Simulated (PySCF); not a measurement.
# Al2H4O5: what the fields show

Input file:

```
{"job": {"kind": "nmr", "xc": "PBE0", "basis": {"default": "pcSseg-1", "Al": "pcSseg-2"}}, "charge": 0, "multiplicity": 1}
Al     0.414401     1.312930     0.740155
O      1.283310     1.468281     2.189416
O     -0.092182     2.724193    -0.050459
O      0.036279    -0.181853     0.059867
Al    -0.476799    -1.497282    -0.871255
O     -1.793767    -2.463803    -0.420009
O      0.310014    -1.969944    -2.295713
H      1.609216     0.736417     2.713727
H      0.086920     3.602425     0.288025
H     -2.331791    -2.312924     0.356818
H      1.052459    -1.503953    -2.679681
```

Command:

```sh
OMP_NUM_THREADS=1 python probes_run.py task.json out
```

Geometry: PBE0-D3(BJ)/def2-SVP.

Method: PySCF 2.14.0, PBE0/pcSseg-1 Al:pcSseg-2, SCF density, gas phase, non-relativistic.

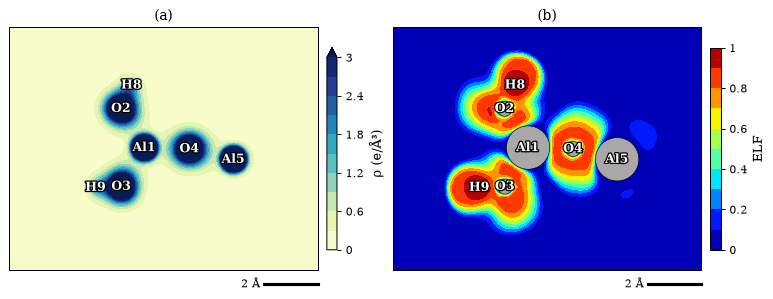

Figure 1. (a) total electron density; (b) electron localisation function on the plane of atoms Al1, O2 and H8. Grey discs cover the atomic cores in the ELF map.

### Interpret the plot.

- The section cuts through Al, O and H sites.
- Al–O (1.69 Å): ρ at the midpoint is about 0.93 e/Å³; the ELF peaks at about 0.85 in the valence shell of O, 0.6 Å from its nucleus, and is about 0.50 at the midpoint.
- O–H (0.96 Å): ρ at the midpoint is about 3.7 e/Å³; the ELF climbs to about 1 towards the hydrogen, as it does in any bond to H (a covalent bond by its length).
- The ELF also peaks beside O3 and O2, away from the bonds: lone-pair regions.

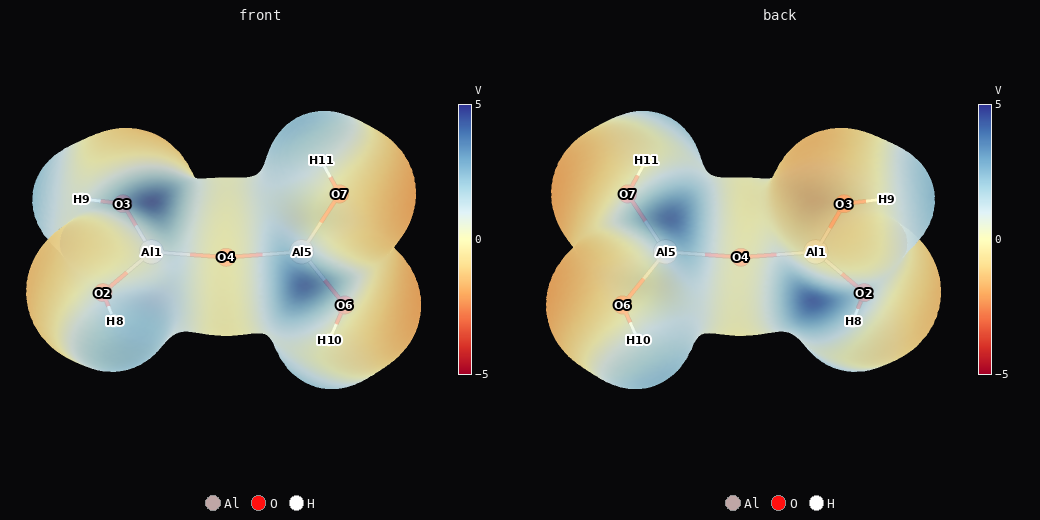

Figure 2. The molecular electrostatic potential painted on the density surface at 0.002 e/bohr³, seen from the front and from behind; the colour scale runs from red (negative) to blue (positive).

### Describe the electrostatic potential map.

The most negative region (about −1.9 V) lies over O6 and O7, the most positive (about +4.1 V) over Al1 and Al5.
